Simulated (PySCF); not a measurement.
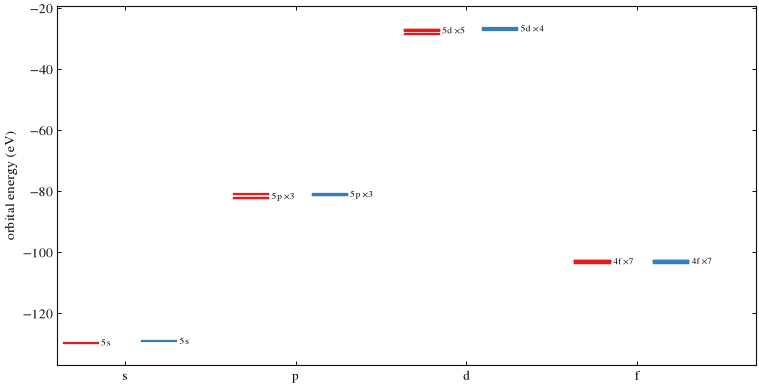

Figure 1. Orbital energies of the mean field, from the top down to −129.8 eV, by angular momentum, α spin at the left of each column and β at the right; ×n counts the orbitals under one label. Empty levels that the record names by l alone aren't drawn. The highest filled orbital is 5d β at −26.6 eV, the lowest empty one d β at −26.7 eV.

# Atomic calculation for Au²⁺

- system: Au²⁺, configuration 1s2 2s2 2p6 3s2 3p6 3d10 4s2 4p6 4d10 4f14 5s2 5p6 5d9, multiplicity 2.
- method: unrestricted BLYP, x2c-TZVPPall, spin-free X2C-1e, Gaussian nucleus (PySCF)

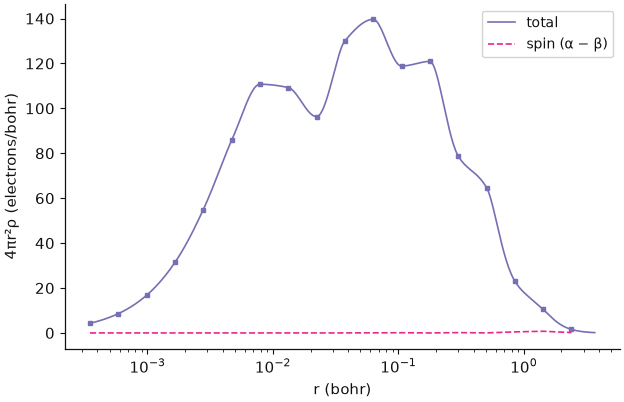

Figure 2. Spherically averaged radial density 4πr²ρ of the mean field and its spin part; markers are the stored points, which are sparse, and the line is a monotone interpolation between them. The largest stored value is 140 electrons/bohr at r = 0.063 bohr. Root-mean-square radii of the shells: 4p 0.461, 4d 0.493, 4f 0.550, 5s 0.982, 5p 1.13, 5d 1.63 bohr.

Input and output of the run follow.

## Input file
```python
from pyscf import gto, scf, dft, mp, cc
import basis_set_exchange as bse
mol = gto.M(atom="Au 0 0 0", charge=2, spin=1, symmetry="D2h",
            basis=gto.basis.parse(bse.get_basis("x2c-TZVPPall", elements=["Au"], fmt="nwchem")),
            nucmod="G")
mf = dft.UKS(mol, xc="BLYP").sfx2c1e()
mf.irrep_nelec = {'Ag': (11, 10), 'B1g': (3, 3), 'B2g': (3, 3), 'B3g': (3, 3), 'Au': (1, 1), 'B1u': (6, 6), 'B2u': (6, 6), 'B3u': (6, 6)}
mf.kernel()
```

The script is an equivalent of what the driver set up; the driver started from orbitals of its own, so the log can be shorter than this script's would be, and it computed the properties (radii, ⟨L²⟩, response) afterwards. It held the occupations shell by shell, which the script's counts by irreducible representation don't always enforce.

## Output (extracts)
```
damping factor = 0
level_shift factor = 0
DIIS = <class 'pyscf.scf.diis.CDIIS'>
diis_start_cycle = 1
diis_space = 10
diis_damp = 0
SCF conv_tol = 1e-09
SCF conv_tol_grad = None
number electrons alpha = 39  beta = 38
XC functionals = BLYP
    A. D. Becke.,  Phys. Rev. A 38, 3098 (1988)
    C. Lee, W. Yang, and R. G. Parr.,  Phys. Rev. B 37, 785 (1988)
    B. Miehlich, A. Savin, H. Stoll, and H. Preuss.,  Chem. Phys. Lett. 157, 200 (1989)
cycle= 1 E= -19014.4753042301  delta_E= -0.0321  |g|= 0.296  |ddm|= 0.449
cycle= 2 E= -19014.4710641239  delta_E= 0.00424  |g|= 0.347  |ddm|= 0.266
cycle= 3 E= -19014.4834399124  delta_E= -0.0124  |g|= 0.0161  |ddm|= 0.145
cycle= 4 E= -19014.4834908307  delta_E= -5.09e-05  |g|= 0.000959  |ddm|= 0.0165
cycle= 5 E= -19014.4834912634  delta_E= -4.33e-07  |g|= 0.000127  |ddm|= 0.0022
cycle= 6 E= -19014.4834912815  delta_E= -1.81e-08  |g|= 3.54e-05  |ddm|= 0.000633
cycle= 7 E= -19014.483491282  delta_E= -4.73e-10  |g|= 1.07e-05  |ddm|= 7.68e-05
converged SCF energy = -19014.483491282  <S^2> = 0.75582858  2S+1 = 2.0058201
```

## Results in brief

| quantity | value |
| --- | --- |
| outcome | converged |
| total energy | −19014.4835 hartree |
| ⟨S²⟩ | 0.756 |
| ⟨L²⟩ | 6.04 |
| SCF iterations | 7 |
| hardware | 1 CPU thread, shared host |
| CPU time | 5.8 s (integrals apart) |

## Remarks

The driver held the occupations shell by shell, and empty d levels lie below the filled 5d. Radii and densities are those of the two-component orbitals, without the picture-change correction, so the innermost s shells come out slightly too small (about 1 % for 1s near Z = 40, more for heavier atoms).
